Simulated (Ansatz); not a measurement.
Nudged elastic band of CH$_{4}$Cl$_{2}$Si (part 2 of 2)

CH$_{4}$Cl$_{2}$Si; RKS PBE/6-31G* (Ansatz 0.2.0). The run did not end well. One setting was made poor on purpose. It belongs to a series of runs on one base structure; here: band between the two ends.

Geometry of the input (Å):
```
Si 0.0766  0.0166  0.2149
H  -0.2324  -0.1736  1.6623
Cl 2.1394  0.2212  0.0546
C  -0.7654  1.5016  -0.5497
H  -1.8612  1.3998  -0.4731
H  -0.4592  2.4234  -0.0265
H  -0.4965  1.5980  -1.6142
Cl -0.5245  -1.7139  -0.7685
```

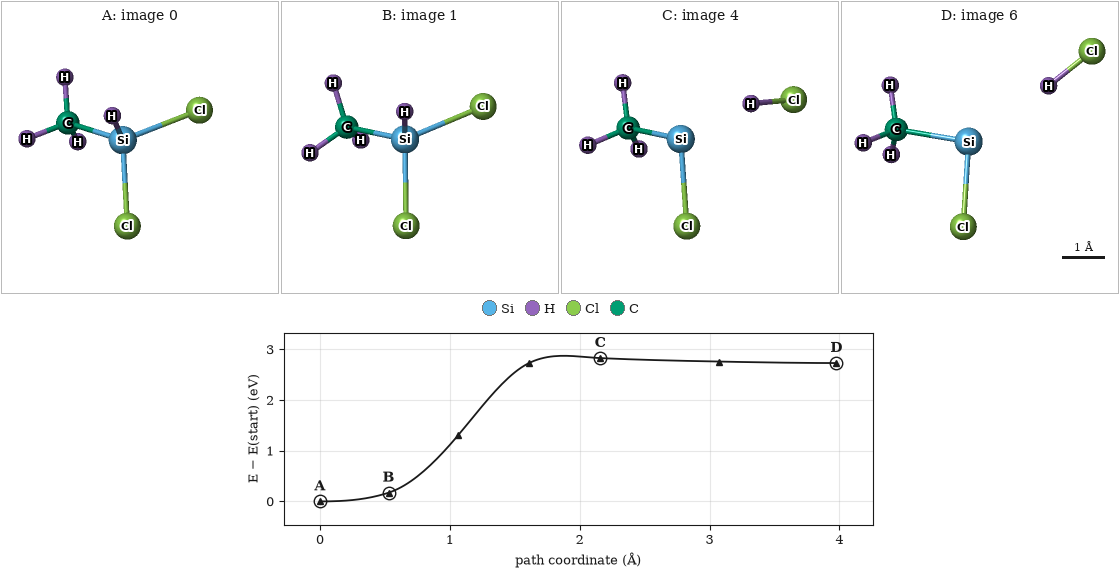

*Images of the last band (counted from 0; ball-and-stick, seen at a tilt) above the energy along the path; the line is a cubic interpolation that uses the forces.*

The highest image is number 4, 2.829 eV above the start and 0.098 eV above the end (the climbing image); the end lies 2.731 eV above the start. The path is 3.98 Å long. The band had not converged after 60 iterations.

```
Unfinished report: {"positions_ang":[[-0.5635937744728928,-0.025750955269099735,0.3951857406141566],[1.1048063060216888,-0.14894737072580466,1.277370449538382],[2.4592047867992015,0.017956700096633853,0.8833574511624721],[-0.9740200613792558,1.5208521570132598,-0.6249632330132063],[-2.0483999948381393,1.4767947653083808,-0.8815980489475622],[-0.7973259232464965,2.4308160450429135,-0.022144601031309462],[-0.4115376083946066,1.6000648574091612,-1.5710003428251287],[-0.8922337304894981,-1.5985851888754454,-0.9563054054978054]],"unchecked":["starts","cluster_reference","orbital_swaps","neighbouring_geometries","increment"],"mean_field":{"relativity":"none","state":{"energy":{"ev":-34007.98810643209,"hartree":-1249.770511469116},"converged":true,"gradient_ev":7.950831756477126e-6,"stability":{"kind":"minimum","curvature_ev":46.85699957943339},"curvature_floor_ev":0.00030000000000000003,"spin_squared":2.842170943040401e-14},"others":[],"fillings":{"estimated":0,"unestimated":0,"tried":0,"untried":0,"excluded_magnetic_sites":0},"n_dropped_functions":0,"n_trapped_functions":0,"passes":{"evaluations":3,"products":21},"factors":{"origin":"density fitting in generated functions","count":1003,"bound_ev":null},"gradient_stop_ev":0.00009,"reference_kind":"stationary","functional":{"name":"PBE","citations":["Perdew, Burke & Ernzerhof, Phys. Rev. Lett. 77, 3865 (1996) doi:10.1103/PhysRevLett.77.3865"],"text":"name \"PBE\"\ncite \"Perdew, Burke & Ernzerhof, Phys. Rev. Lett. 77, 3865 (1996) doi:10.1103/PhysRevLett.77.3865\"\nparent pbe\nparameter kappa = 0.804\nparameter beta = 0.06672455060314922\nexchange = pbe_x(kappa = kappa, mu = beta*pi^2/3)\ncorrelation = pbe_c(beta = beta)\n","parameters":{"beta":{"value":0.06672455060314922,"default":0.06672455060314922},"kappa":{"value":0.804,"default":0.804}},"final_grid":{"core_spheres":13.0,"valence_spheres":11.0,"degree":36.0},"final_grid_parameter_source":"default","radial_points_factor":1.0,"radial_grid_error_ev":3.125828648923977e-7,"grid_sensitivity":"normal","grid_sensitivity_ratio":0.001870803151768979},"unsmoothed_excess_ev":-0.000030405767106932952,"symmetry":{"irreps":["A"],"axes":[[0.9996647627402265,0.010709733139640657,0.02357252111260521],[-0.01099661109194224,0.9998666349969919,0.012074218992745371],[-0.023440065699974234,-0.012329389111788257,0.9996492132163718]],"occupied":[{"A":29},{"A":29}]},"density_repulsion":{"missed_ev":0.00005934943181070684,"excess_ev":0.00005934943181070684,"most_excess_ev":0.000754,"are_drawn_again":false,"n_first_factors":1003,"energy_change_ev":0.0,"n_dropped_ends":0},"direct_passes":"host"},"factors":{"origin":"density fitting in generated functions","count":1003,"bound_ev":null},"n_frozen":0,"n_occupied":[29,29],"n_virtual":[51,51],"reference":{"ev":-34007.98810643209,"hartree":-1249.770511469116},"total":{"ev":-34007.98810643209,"hartree":-1249.770511469116},"forces_ev_per_angstrom":[[-0.07851705639803187,-0.016517343349989964,0.012415903645712715],[0.12560389135586378,-0.004681935482882874,-0.034777161902384876],[0.025813686189644944,0.025412400031989087,0.06438292616429817],[-0.00551280343313396,0.05434014447034954,0.09517519081937974],[-0.05167499583710964,0.047517283792037915,-0.04573038029184347],[-0.009626305420555857,-0.058062819518326335,-0.05087046769625286],[0.026978700826689395,-0.07029862955582265,8.628284456209326e-6],[-0.03306511728856998,0.022290899617149758,-0.04060463903782983]],"charge_distribution":{"dipole_moment_e_ang":[-0.5610707568558816,0.40259919674559175,-0.052643740660386164],"mulliken_charges_e":[0.4307304387133257,0.09239698496668525,-0.23138387271849226,-0.7238463902997481,0.21072521711926528,0.20549943798629522,0.2242958103502789,-0.20841762611758696],"lowdin_charges_e":[0.17093927925185426,0.10390016130036406,-0.1928651840038924,-0.5578924040031206,0.17017160414796628,0.15943089075705918,0.17021072888134303,-0.02389507633153798]},"n_threads":1,"memory_gib":1.7045454550534487,"seconds":{"hamiltonian":2.562383638,"orbitals":0.0,"second_order":0.0,"solver_start":0.0,"cycles":0.0,"cycle":0.0,"perturbative":0.0,"full_ci_increment":0.0,"forces":0.0}}
this run last wrote the band of iteration 60 to [file]
Error: NEB band did not converge after 60 iterations: max|band force component| = 1.45e-1 eV/Å (threshold 5.0e-2); raise `neb.max_iterations` in a new run, which can start from the last band evaluated (`neb.initial_path`, with `crystal.atoms` and `neb.final_atoms` set to its first and last images), add images, or start from endpoints closer to local minima. Where this run's directory can be resumed (`checkpoint.write`), a resume goes on for up to `neb.max_iterations` more; to start a new run from the last band, take its images' positions from the `neb_iteration` event of iteration 60 (`data.images[].positions_ang`), in the event stream of the run that computed that iteration (not this run's, if it was resumed behind it). With `checkpoint.write`, `steps/00-neb/state/checkpoint.json` in the run directory holds the last saved band, under `neb.evaluated.images[].positions_ang` (a band under a hybrid functional on support functions is neither saved nor resumed: `neb.initial_path` says where its path is): check the last entry of `neb.iterations` there, which is earlier than 60 if that iteration was not saved or its write failed. If the band's step has no `state` directory and holds `state.next`, a write was cut short, and the file is under `state.next` instead (behind a loss of power it can be under `state.prev`)
this run wrote the band of iteration 60 to [file] as well, whether or not its events were kept: a new run's `neb.initial_path` can list its `images[].positions_ang`
a run's events are kept only if it was started with --events-out <file>, and are in that file
```

### The last band as extended XYZ (Å, eV, eV/Å)
```
8
Properties=species:S:1:pos:R:3:forces:R:3 image=0 energy=-34010.81677
Si    0.0766    0.0166    0.2149   -0.0011   0.0012  -0.0020
H    -0.2324   -0.1736    1.6623    0.0000  -0.0006  -0.0002
Cl    2.1394    0.2212    0.0546   -0.0005   0.0001   0.0005
C    -0.7654    1.5016   -0.5497    0.0017  -0.0012   0.0015
H    -1.8612    1.3998   -0.4731    0.0006   0.0004   0.0006
H    -0.4592    2.4234   -0.0265   -0.0005   0.0009  -0.0007
H    -0.4965    1.5980   -1.6142   -0.0005  -0.0013   0.0002
Cl   -0.5245   -1.7139   -0.7685    0.0004   0.0006   0.0001
8
Properties=species:S:1:pos:R:3:forces:R:3 image=1 energy=-34010.64468
Si    0.0965    0.0388    0.2238    0.2143   0.0237  -0.0221
H     0.0735   -0.1714    1.6898   -0.6948   0.0214   0.1816
Cl    2.1947    0.0998    0.1438   -0.1729   0.1257  -0.5311
C    -0.8028    1.5084   -0.5623    0.2067   0.0654   0.1425
H    -1.8825    1.2994   -0.6661    0.0824  -0.1290   0.1297
H    -0.6868    2.4465    0.0091    0.0939  -0.0804  -0.0057
H    -0.4107    1.6703   -1.5804    0.0686   0.0080   0.0022
Cl   -0.7050   -1.6187   -0.7579    0.2018  -0.0349   0.1029
8
Properties=species:S:1:pos:R:3:forces:R:3 image=2 energy=-34009.50767
Si   -0.0261    0.0216    0.2405    1.5779   0.1342  -0.4545
H     0.4569   -0.2088    1.6035   -1.8355  -0.1943   1.0578
Cl    2.2712    0.0803    0.4009   -0.7406   0.2613  -1.3898
C    -0.8810    1.5191   -0.5821    0.1243  -0.0860   0.2450
H    -1.9710    1.3737   -0.7466    0.3240  -0.2487   0.2493
H    -0.7406    2.4523   -0.0159    0.1239   0.0220   0.0302
H    -0.4300    1.6365   -1.5806    0.1139   0.0560  -0.0309
Cl   -0.8025   -1.6016   -0.8198    0.3121   0.0555   0.2930
8
Properties=species:S:1:pos:R:3:forces:R:3 image=3 energy=-34008.08693
Si   -0.2996   -0.0059    0.3161    0.5345   0.0315  -0.1431
H     0.7720   -0.1852    1.4264   -0.7859  -0.1053   0.3695
Cl    2.3871    0.0612    0.6351   -0.2599   0.1606  -0.5937
C    -0.9303    1.5268   -0.6006    0.0762   0.0115   0.1092
H    -2.0148    1.4165   -0.7991    0.1246  -0.0955   0.1104
H    -0.7723    2.4436   -0.0120    0.0708   0.0190   0.0133
H    -0.4292    1.6268   -1.5774    0.0839   0.0007   0.0044
Cl   -0.8360   -1.6107   -0.8886    0.1557  -0.0225   0.1299
8
Properties=species:S:1:pos:R:3:forces:R:3 image=4 energy=-34007.98808
Si   -0.5636   -0.0258    0.3952   -0.0785  -0.0165   0.0124
H     1.1048   -0.1489    1.2774    0.1256  -0.0047  -0.0348
Cl    2.4592    0.0180    0.8834    0.0258   0.0254   0.0644
C    -0.9740    1.5209   -0.6250   -0.0055   0.0543   0.0952
H    -2.0484    1.4768   -0.8816   -0.0517   0.0475  -0.0457
H    -0.7973    2.4308   -0.0221   -0.0096  -0.0581  -0.0509
H    -0.4115    1.6001   -1.5710    0.0270  -0.0703   0.0000
Cl   -0.8922   -1.5986   -0.9563   -0.0331   0.0223  -0.0406
8
Properties=species:S:1:pos:R:3:forces:R:3 image=5 energy=-34008.05679
Si   -0.4369   -0.0028    0.1859   -0.0329  -0.0087   0.0144
H     1.4153   -0.1878    1.2394    0.0568  -0.0123   0.0022
Cl    2.7508   -0.1439    1.4812    0.0569   0.0036   0.0428
C    -1.0766    1.5502   -0.7004    0.1020   0.0291  -0.0504
H    -2.1745    1.5084   -0.7974   -0.1101   0.0274  -0.0294
H    -0.8018    2.4528   -0.1267   -0.0204  -0.0101  -0.0187
H    -0.6634    1.6456   -1.7250   -0.0258  -0.0522   0.0778
Cl   -1.1360   -1.5493   -1.0572   -0.0265   0.0232  -0.0387
8
Properties=species:S:1:pos:R:3:forces:R:3 image=6 energy=-34008.08615
Si   -0.1945    0.0619   -0.1346    0.0065   0.0010   0.0051
H     1.7021   -0.2429    1.2266    0.0034  -0.0004   0.0036
Cl    2.7906   -0.3193    1.9960   -0.0040  -0.0001  -0.0026
C    -1.1429    1.5844   -0.7694   -0.0012  -0.0088   0.0015
H    -2.2278    1.4994   -0.5750   -0.0032   0.0033  -0.0023
H    -0.7633    2.5090   -0.3022    0.0041   0.0014  -0.0015
H    -1.0206    1.6713   -1.8666   -0.0049   0.0045  -0.0016
Cl   -1.2668   -1.4907   -1.0749   -0.0006  -0.0008  -0.0022
```

### What the run reported

| quantity | value |
| --- | --- |
| outcome | not converged |
| barrier, forward (band not converged) | 2.829 eV |
| barrier, backward | 0.098 eV |
| hardware | 1 thread of Arm Neoverse V1, 24 GiB of memory available, shared host |
| wall time | 13 min |
| peak memory | 0.13 GiB |

The run did not converge: “NEB band did not converge after 60 iterations: max|band force component| = 1.45e-1 eV/Å (threshold 5.0e-2); raise `neb.max_iterations` in a new run, which can start from the last band evaluated (`neb.initial_path`, with `crystal.atoms` and `neb.final_atoms` set to its first and last images), add images, or start from endpoints closer to local minima …” Its last values are not results. A deliberately poor setting: step length.
